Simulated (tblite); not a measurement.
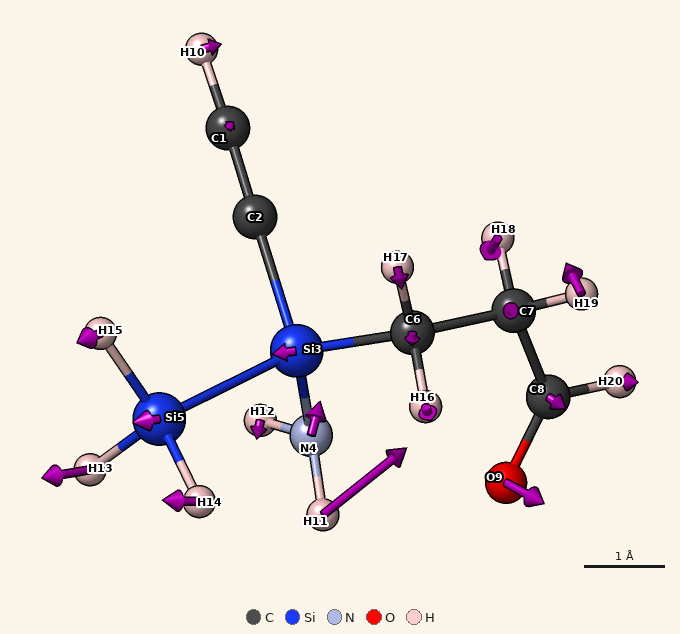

This is a relaxation of C₅H₁₁NOSi₂. The starting structure is drawn; purple arrows show the displacements, magnified 2 times. The two geometries are superimposed by the best rigid fit.

A ball-and-stick model, seen at a tilt.

Computed with GFN2-xTB geometry optimisation, gas phase (tblite 0.8.0). 

Which element moves most?

Answer. Hydrogen: up to 0.72 Å, against 0.35 Å for oxygen.

Describe the change and its energy.

Answer. The energy falls by 13.6 kcal/mol in 82 geometry steps. The largest move after the best rigid fit is that of H11, 0.72 Å. Largest moves by element: H 0.72 Å, O 0.35 Å, N 0.24 Å, Si 0.19 Å, C 0.15 Å. Among the contacts that change: Si3–C6 1.821 → 1.916 Å, Si3–Si5 2.265 → 2.321 Å, C6–H17 1.130 → 1.091 Å, Si3–N4 1.766 → 1.729 Å. Bond angles that change, for instance: N4–Si3–Si5 105.7° → 117.8°, N4–Si3–C6 117.5° → 107.7°, H14–Si5–H15 113.5° → 106.7°. Groups turn about Si3–N4 by about 30°.
